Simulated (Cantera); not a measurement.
Input: 1 mol SiHCl3, 3.2 mol HCl, 6.7 mol N2, held at 1200 Pa.

Cantera equilibrium calculation (NASA polynomials, part measured and part estimated; ideal gas, pure solids and liquids). Candidate condensed phases: NH4Cl, Si, Si3N4; 28 gas species. N2 is the only nitrogen source here; it is nearly inert below about 1500 K, so the nitride shown seldom forms there in practice. The tables' values for SiCl3 are old estimates; treat these amounts as uncertain. The numbers say what is thermodynamically allowed, not how fast it happens.

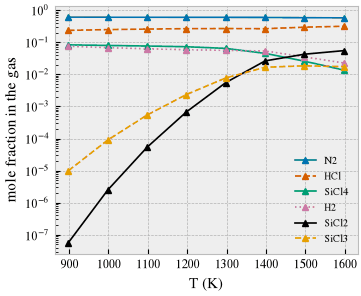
Figure. Equilibrium gas composition (values under 1e-9 drawn at 1e-9)

### Question
Read off the mole fractions at 1498 K.

### Answer
N2 about 0.58, HCl about 0.29, SiCl2 about 0.042, H2 about 0.035, SiCl4 about 0.026, SiCl3 about 0.018.
